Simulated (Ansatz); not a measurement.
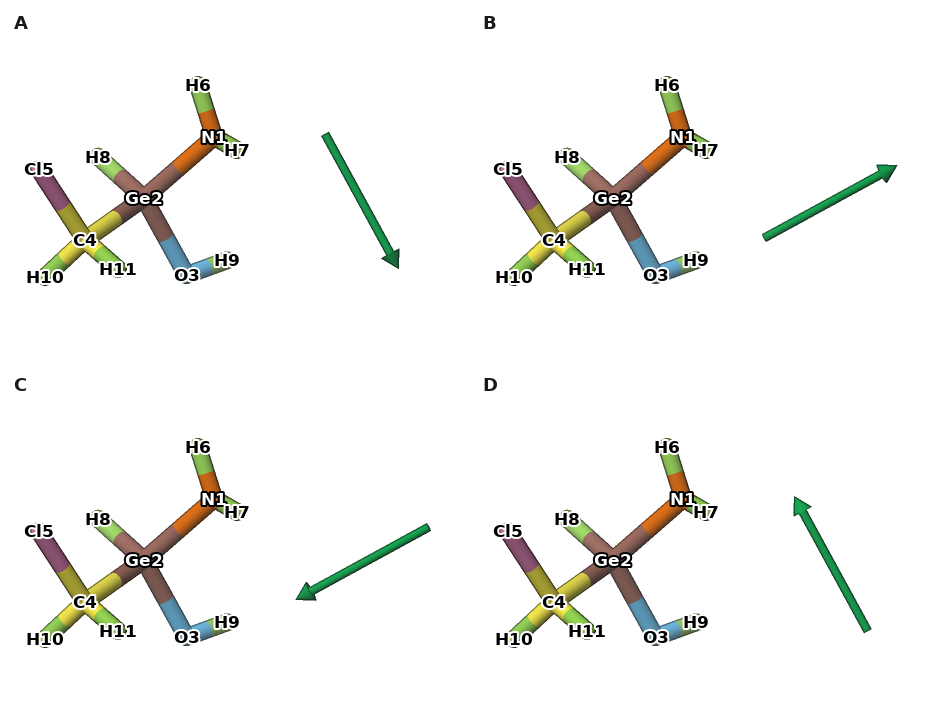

The same molecule four times, each with an arrow. Computed geometry: PBE-D4/def2-SVP optimisation. No frequency run is at hand to confirm it as a minimum. Properties computed with RKS PBE-D4/def2-SVP (Ansatz 0.2.0).

Which arrow points along the dipole moment, from the negative to the positive end?

Answer. B. The dipole moment is 1.21 D; it points from the side of H10 to the side of H7 (the outermost atoms at the two ends).
